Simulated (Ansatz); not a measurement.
**A computed series for Ti5Si3: pressure series**

Consider Ti5Si3 (space group P6_3/mcm, No. 193).

```
Ti5Si3
1.0
    7.40354     0.00000     0.00000
   -3.70177     6.41165     0.00000
    0.00000     0.00000     5.06894
Ti Si
10 6
Cartesian
  0.00000   4.27443   0.00000
  3.70177   2.13722   0.00000
  3.70177   2.13722   2.53447
  0.00000   4.27443   2.53447
  1.84793   0.00000   1.26723
  5.55561   0.00000   3.80170
  0.92397   1.60036   3.80170
  2.77780   4.81130   1.26723
 -0.92397   1.60036   1.26723
 -2.77780   4.81130   3.80170
  4.49852   0.00000   1.26723
  2.90502   0.00000   3.80170
  2.24926   3.89583   3.80170
  1.45251   2.51582   1.26723
 -2.24926   3.89583   1.26723
 -1.45251   2.51582   3.80170
```

Cell and atoms are relaxed at each pressure.

Calculations: PBEsol (Ansatz, a first-principles code, PAW, spin-orbit coupling left out).

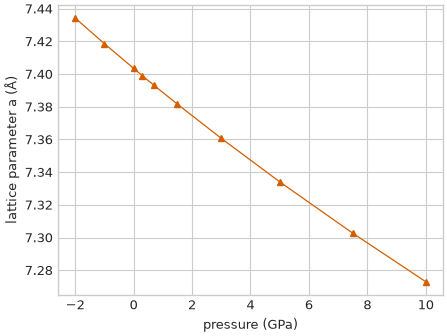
*Lattice parameter a against pressure*

From the plot, what is the lattice parameter a for pressure 5 GPa?

About 7.33 Å.

Is the trend monotonic over the range shown?

Yes, it falls throughout, spanning 7.273 Å to 7.434 Å.

Load acts through the strain it causes; cell and atoms are relaxed under it. Stability against distortions was not tested. No other phases were tried under pressure. All final runs are without spin polarisation.
